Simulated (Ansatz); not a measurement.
Three curves of one kind of scan: energy against volume (even scaling of the relaxed cell, symmetry kept). Calculation: PBE (plane waves to 420 eV, PAW, scalar-relativistic; Ansatz, a first-principles code). Each is measured from its own zero (the relaxed starting cell). 

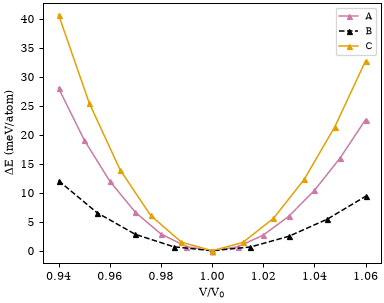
Fig. 1. Curves A, B and C.

```json
[
 {"V/V₀": "0.940", "ΔE (meV/atom)": "12.1"},
 {"V/V₀": "0.970", "ΔE (meV/atom)": "2.8"},
 {"V/V₀": "1.000", "ΔE (meV/atom)": "0.0"},
 {"V/V₀": "1.030", "ΔE (meV/atom)": "2.5"},
 {"V/V₀": "1.060", "ΔE (meV/atom)": "9.4"}
]
```

**Question.** Which curve does this table belong to?

**Answer.** Curve B, which is AgI (wurtzite). The others: A is VSi₂ (CrSi2 type, space group P6_222); C is MoP (WC type, space group P-6m2).

All were relaxed with their symmetry unable to fall. MoP is run without spin polarisation. Spin-orbit coupling is left out. VSi2 is run without spin polarisation.

(Under strain, the slope of the energy per volume gives the stress and its curvature an elastic modulus.)
